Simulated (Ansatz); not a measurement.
# The cluster SnTe₂: a spread of methods and bases

Aim: run the cluster SnTe₂ under a spread of inputs, and see what each costs and gives.

Program: Ansatz 0.2.0, Gaussian basis. Level of theory: the settings change from run to run. These are calculated values, not measurements.

3 further runs of the same task are left out: 3 set aside as unsound or not needed. Runs told in other sessions of the task aren't counted.

## Step 1: The relaxed structure

The structure was relaxed beforehand with PBE-D4/def2-SVP. Sn, Te take a core potential in def2 sets; no spin-orbit term is included.

3 atoms, charge 0, spin multiplicity 1.

Atoms are counted from 1 here; the program's logs count them from 0.

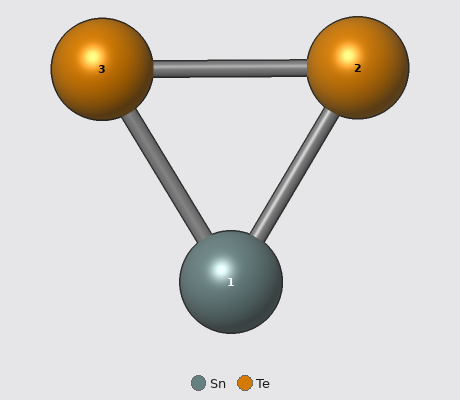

The geometry (tin teal, tellurium orange); atoms are numbered from 1 in the order of the file.

As a file:

```xyz
3
SnTe2
Sn   -0.25125   -1.26894   -0.92768
Te   -1.12487    1.18597    0.04813
Te    1.37610    0.08297    0.87955
```

## Step 2: wB97X/def2-SVP

Options: charge -1, multiplicity 2, restricted open-shell orbitals, atoms shaken by 0.15 Å, the search for lower states set to off.

Contents of in.yaml:

```yaml
crystal:
  periodic: [false, false, false]
  atoms:
    - {symbol: Sn, position_ang: [-0.387116, -1.402992, -0.731825]}
    - {symbol: Te, position_ang: [-1.063574, 1.377246, 0.200148]}
    - {symbol: Te, position_ang: [1.844121, 0.097757, 0.854633]}
basis:
  gaussian: {orbitals: def2-SVP}
total_charge: -1
magnetization: {spin_polarized: false, initial_magnetization: 1}
hamiltonian: {xc: {name: wB97X}}
scf: {lower_state_search: off}
```

Run with:

```sh
> ansatz run in.yaml --threads 4 --pin off --events-out ev --progress --plain --max-ram 3916MiB
```

What it wrote, cut to the lines that bear on the results:

```text
Functional definition: wB97X
  name "wB97X"
  cite "Chai & Head-Gordon, J. Chem. Phys. 128, 084106 (2008) doi:10.1063/1.2834918"
  cite "Becke, J. Chem. Phys. 107, 8554 (1997) doi:10.1063/1.475007"
[...]
  # The coefficients of nought are those of the uniform gas.
[...]
      + exact_x_lr(omega)
[...]
      + integral(e_c_pw_opposite_spin*poly(b97_u_opposite, 1, cos1, cos2, cos3, cos4))
[...]
1009 factors; integrals over basis functions are off by at most 1.9e-4 eV
230 factors; integrals over basis functions are off by at most 3.6e-6 eV
[...]
mean field -20423.66729520 eV, -750.5559294395 hartree, gradient 6.5e-6 eV, S^2 0.750000; 0 other end points of the search recorded, 0 dependent functions left out
reference -20423.66727289 eV, -750.5559286200 hartree; 36, 35 occupied and 42, 43 virtual orbitals, 1009 factors
Total energy: -20423.66727289 eV, -750.5559286200 hartree
Checks for a lower state left out: stability, starts, cluster_reference, orbital_swaps, neighbouring_geometries, increment
```

Wall time 3.8 s (4 threads of Arm Neoverse V2, shared host).

## Step 3: wB97X/def2-SVPD

Options: a point charge of -1.00 e beside it, the search for lower states set to light.

Contents of in.yaml:

```yaml
crystal:
  periodic: [false, false, false]
  atoms:
    - {symbol: Sn, position_ang: [-0.251247, -1.268938, -0.927681]}
    - {symbol: Te, position_ang: [-1.124865, 1.185968, 0.048135]}
    - {symbol: Te, position_ang: [1.376102, 0.082970, 0.879547]}
basis:
  gaussian: {orbitals: def2-SVPD, point_charges: [{charge: -1.00, position_ang: [4.683, 0.421, -0.541]}]}
hamiltonian: {xc: {name: wB97X}}
scf: {lower_state_search: light}
output: {forces: true}
```

Same command.

What it wrote, cut to the lines that bear on the results:

```text
Functional definition: wB97X
  name "wB97X"
  cite "Chai & Head-Gordon, J. Chem. Phys. 128, 084106 (2008) doi:10.1063/1.2834918"
  cite "Becke, J. Chem. Phys. 107, 8554 (1997) doi:10.1063/1.475007"
[...]
  # The coefficients of nought are those of the uniform gas.
[...]
      + exact_x_lr(omega)
[...]
      + integral(e_c_pw_opposite_spin*poly(b97_u_opposite, 1, cos1, cos2, cos3, cos4))
1314 factors; integrals over basis functions are off by at most 1.5e-4 eV
381 factors; integrals over basis functions are off by at most 2.8e-5 eV
[...]
mean field -20423.58040473 eV, -750.5527362739 hartree, gradient 7.3e-5 eV, S^2 0.000000; 0 other end points of the search recorded, 0 dependent functions left out
[...]
reference -20423.58035855 eV, -750.5527345766 hartree; 35, 35 occupied and 67, 67 virtual orbitals, 1314 factors
Total energy: -20423.58035855 eV, -750.5527345766 hartree
Atom 0 at    -0.251247    -1.268938    -0.927681 Å, force     0.441675     0.596852     0.565885 eV/Å
Atom 1 at    -1.124865     1.185968     0.048135 Å, force     0.129306    -0.334998     0.074521 eV/Å
Atom 2 at     1.376102     0.082970     0.879547 Å, force    -0.332790    -0.140432    -0.803677 eV/Å
Dipole moment:     0.782335    -0.436137    -0.329941 e Å
```

It took 5.5 s on 4 threads of Arm Neoverse V2, shared host.

Largest force 0.934 eV/Å, dipole 4.58 D.

## Step 4: RPBE/def2-mTZVP

Options: the search for lower states set to full.

Contents of in.yaml:

```yaml
crystal:
  periodic: [false, false, false]
  atoms:
    - {symbol: Sn, position_ang: [-0.251247, -1.268938, -0.927681]}
    - {symbol: Te, position_ang: [-1.124865, 1.185968, 0.048135]}
    - {symbol: Te, position_ang: [1.376102, 0.082970, 0.879547]}
basis:
  gaussian: {orbitals: def2-mTZVP}
hamiltonian: {xc: {name: RPBE}}
scf: {lower_state_search: full}
```

Launched as before.

What it wrote:

```text
Functional definition: RPBE
  name "RPBE"
  cite "Hammer, Hansen & Nørskov, Phys. Rev. B 59, 7413 (1999) doi:10.1103/PhysRevB.59.7413"
  cite "Perdew, Burke & Ernzerhof, Phys. Rev. Lett. 77, 3865 (1996) doi:10.1103/PhysRevLett.77.3865"
  parameter kappa = 0.804
  parameter beta = 0.06672455060314922
  exchange = rpbe_x(kappa = kappa, mu = beta*pi^2/3)
  correlation = pbe_c(beta = beta)
1097 factors; their error is unknown
mean field evaluation 1: about -20425.1793 eV, gradient 1.4e1 eV
mean field evaluation 2: about -20406.0696 eV, gradient 5.8e1 eV
mean field evaluation 4: about -20425.9950 eV, gradient 2.7e0 eV
mean field evaluation 8: about -20426.0205 eV, gradient 3.6e-2 eV
mean field evaluation 16: about -20425.7645 eV, gradient 1.0e-4 eV
mean field evaluation 32: about -20420.9216 eV, gradient 3.2e0 eV
mean field -20425.76448172 eV, -750.6329996228 hartree, gradient 1.8e-5 eV, S^2 0.000000; 4 other end points of the search recorded, 0 dependent functions left out
reference -20425.76451463 eV, -750.6330008324 hartree; 35, 35 occupied and 73, 73 virtual orbitals, 1097 factors
Total energy: -20425.76451463 eV, -750.6330008324 hartree
```

Run time: 2.2 s. Hardware: 4 threads of Arm Neoverse V2, shared host.

## Step 5: PBE0/def2-TZVPP

Set apart from the defaults: D3(BJ) with three-body dispersion.

Changes to in.yaml since step 4:

```diff
@@ -7,4 +7,4 @@
 basis:
-  gaussian: {orbitals: def2-mTZVP}
-hamiltonian: {xc: {name: RPBE}}
-scf: {lower_state_search: full}
+  gaussian: {orbitals: def2-TZVPP}
+hamiltonian: {xc: {name: PBE0}, dispersion: d3bjatm}
+scf: {omitted_lower_state_checks: [starts]}
```

Same command.

What it wrote, cut to the lines that bear on the results:

```text
Functional definition: PBE0
  name "PBE0"
  cite "Adamo & Barone, J. Chem. Phys. 110, 6158 (1999) doi:10.1063/1.478522"
  cite "Perdew, Burke & Ernzerhof, Phys. Rev. Lett. 77, 3865 (1996) doi:10.1103/PhysRevLett.77.3865"
  parent pbe
[...]
1337 factors; their error is unknown
[...]
mean field -20421.68887228 eV, -750.4832237383 hartree, gradient 2.4e-5 eV, S^2 0.000000; 0 other end points of the search recorded, 0 dependent functions left out
reference -20421.68889713 eV, -750.4832246516 hartree; 35, 35 occupied and 115, 115 virtual orbitals, 1337 factors
Total energy: -20421.84060845 eV, -750.4887999399 hartree
Checks for a lower state left out: starts
```

It took 1.6 s on 4 threads of Arm Neoverse V2, shared host.

## Step 6: All runs side by side

```csv
level,charge,multiplicity,geometry,functions,energy (eV),time
wB97X/def2-SVP,-1,2,shaken,78,-20423.667,3.8 s
wB97X/def2-SVPD,0,1,"relaxed, point charge",102,-20423.580,5.5 s
RPBE/def2-mTZVP,0,1,relaxed,108,-20425.765,2.2 s
PBE0/def2-TZVPP,0,1,relaxed,150,-20421.841,1.6 s
```

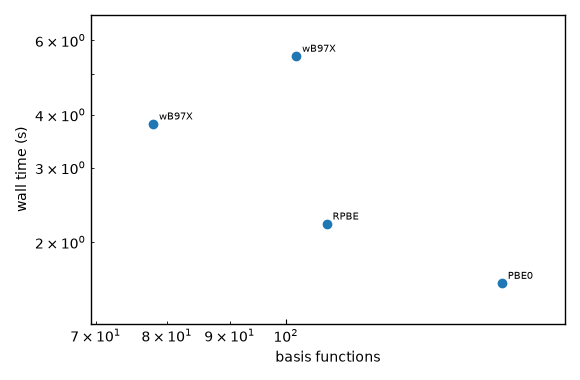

Wall time against the number of basis functions (shared host).

## Step 7: What came out

```
                                         quantity                   value
                                             runs                       4
                                         quickest  PBE0/def2-TZVPP, 1.6 s
                                          slowest  wB97X/def2-SVPD, 5.5 s
spread of total energies, same state and geometry                  3.9 eV
```

**Reading.** Run time spans a factor of 3, from PBE0/def2-TZVPP to wB97X/def2-SVPD. The jobs differ in tasks and options as well as level. The totals spread over 4 eV; they can't be compared across methods or bases.
